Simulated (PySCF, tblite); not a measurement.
**C₃H₉AlN₂Si: geometry, infrared bands and NMR shifts**

Wanted: the infrared bands and NMR shifts of C₃H₉AlN₂Si (`C/N=[CH]\[AlH2-][N+]#C[SiH3]`), by calculation.

Programs: tblite 0.8.0 and PySCF 2.14.0, with density-fitted response routines of our own. Each step states its level of theory. These are calculated values for one molecule in the gas phase, unless marked as measured. Atoms are numbered from 0 throughout.

### 1 The starting structure

16 atoms, charge 0, multiplicity 1; geometry from: force field or distance geometry start.

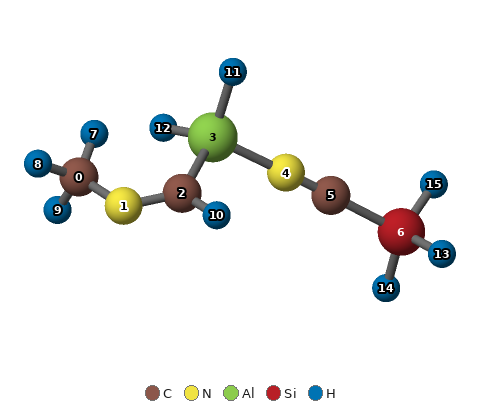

The starting geometry (carbon brown, nitrogen yellow, aluminium green, silicon red, hydrogen blue), atoms numbered.

### 2 Relaxing the molecule with GFN2-xTB

Job settings and geometry (Å):

```
{"job": {"kind": "relax", "xc": "GFN2-xTB", "basis": "xTB"}, "charge": 0, "multiplicity": 1}
C     -2.817800     0.568400     1.956000
N     -2.554500    -0.699000     1.392100
C     -1.341700    -1.006400     1.066800
Al     0.167600     0.238700     1.264100
N      1.258300     0.027400    -0.239200
C      1.920100    -0.085500    -1.191200
Si     2.952600    -0.271700    -2.696900
H     -1.945100     1.102800     2.394100
H     -3.565800     0.415800     2.785800
H     -3.356100     1.263700     1.251100
H     -1.132900    -1.979300     0.635700
H      1.047200    -0.241200     2.539700
H     -0.302400     1.743200     1.394200
H      3.143500    -1.716200    -2.993900
H      2.282200     0.293700    -3.884600
H      4.237200     0.354600    -2.417600
```

The run is started by

```bash
OMP_NUM_THREADS=1 python probes_run.py task.json out
```

This one command runs all jobs of the session in turn.

**Question.** This job is followed by: GFN2-xTB harmonic vibrations, gas phase; GIAO PBE0/pcSseg-1 NMR shielding, non-relativistic, gas phase. What will the session give for the following? strongest single infrared mode (GFN2-xTB); zero-point energy (GFN2-xTB); 13C shifts against TMS (PBE0/pcSseg-1); 1H shifts against TMS (PBE0/pcSseg-1, means over atoms taken as alike); 15N shifts against NH3 (PBE0/pcSseg-1); 27Al shifts against AlH4- (PBE0/pcSseg-1); 29Si shifts against TMS (PBE0/pcSseg-1); surface potential, least and greatest.

As calculated:

| quantity | value |
| --- | --- |
| strongest single infrared mode (GFN2-xTB) | 746 cm⁻¹, 859 km/mol |
| zero-point energy (GFN2-xTB) | 63.1 kcal/mol |
| 13C shifts against TMS (PBE0/pcSseg-1) | 215.7, 144.9, 56.7 ppm |
| 1H shifts against TMS (PBE0/pcSseg-1, means over atoms taken as alike) | 8.21, 4.71, 4.43, 3.74 ppm |
| 15N shifts against NH3 (PBE0/pcSseg-1) | 467.4, 307.5 ppm |
| 27Al shifts against AlH4- (PBE0/pcSseg-1) | 63.5 ppm |
| 29Si shifts against TMS (PBE0/pcSseg-1) | -95.1 ppm |
| surface potential, least and greatest | -1.90 V and 2.36 V |

What this shows: Over 206 steps the energy fell by 0.647 eV; of the close pairs, C2–Al3 changed most, 1.967 to 2.068 Å. All 42 modes are real, so the xTB geometry is a minimum. The strongest single mode, at 746 cm⁻¹, moves mainly H12 and H11. GFN2-xTB is a fitted tight-binding method: band positions and strengths are rough. Its intensities can rank the bands wrongly. At PBE0/pcSseg-1: Shielding is most anisotropic at N1 (span 854 ppm, paramagnetic term -529 ppm). At PBE0/pcSseg-1, counted by nearest atom on the grid, the HOMO lies on N1 45 %; C2 17 %, the LUMO on C5 36 %; N4 28 %.
